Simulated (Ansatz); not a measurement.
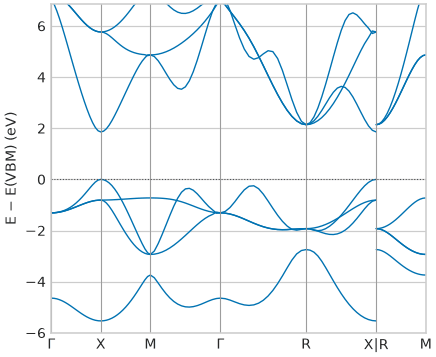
Figure. Band structure from PBE+D3(BJ) in the plane-wave PAW code Ansatz

Q: Read off the gap and where the band edges lie.

A: About 1.9 eV (1.86 eV by a search for the band edges); maximum at X, minimum at X.

The material is TlBr (CsCl type, Pm-3m).

The cell was relaxed with PBE+D3(BJ) under the symmetry of its start; phonons on a q-mesh show no instability. Spin–orbit coupling is left out wherever it is not named.

Potentials: the later of the program's two PAW sets.
